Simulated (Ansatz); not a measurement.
Input

```
crystal:
  periodic: [false, false, false]
  atoms:
    - {symbol: N, position_ang: [-0.091300, 1.068600, -0.038400]}
    - {symbol: Ga, position_ang: [0.103300, -0.712300, 0.000700]}
    - {symbol: Cl, position_ang: [1.986200, -1.560900, 0.507600]}
    - {symbol: Br, position_ang: [-1.628200, -2.083300, -0.513200]}
    - {symbol: H, position_ang: [-0.968900, 1.519500, -0.227800]}
    - {symbol: H, position_ang: [0.641000, 1.704400, 0.224800]}
basis:
  gaussian: {orbitals: def2-SVP}
hamiltonian: {xc: hf}
accuracy: high
output: {forces: true, orbitals: {seedname: orbitals}}
```

Command:

```sh
ansatz run job.yaml --threads 1 --pin off --max-ram 2610MiB --events-out events.jsonl --progress --plain --runs-dir runs
```

Geometry: PBE0-D4/def2-TZVP.

The calculation used isolated molecule in a Gaussian basis; Hartree-Fock in Ansatz.

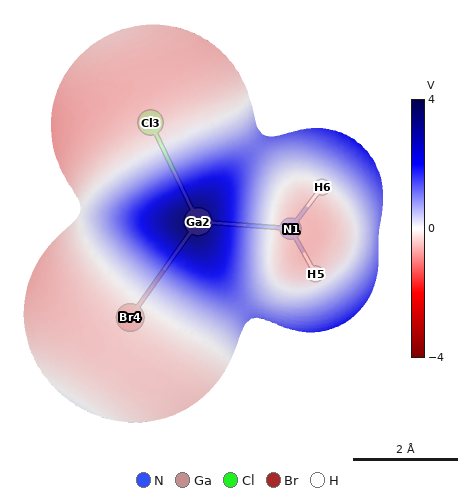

BrClGaH₂N (SMILES [NH2][Ga]([Cl])[Br]). The molecular electrostatic potential painted on the density surface at 0.002 e/bohr³, seen across its widest extent; the colour scale runs from red (negative) to blue (positive).

**Which sites attract a positive test charge, and which a negative one?**

A positive charge is drawn to the negative regions and a negative charge to the positive ones. The most negative region (about −0.7 V) lies over Cl3, the most positive (about +3.5 V) over Ga2.
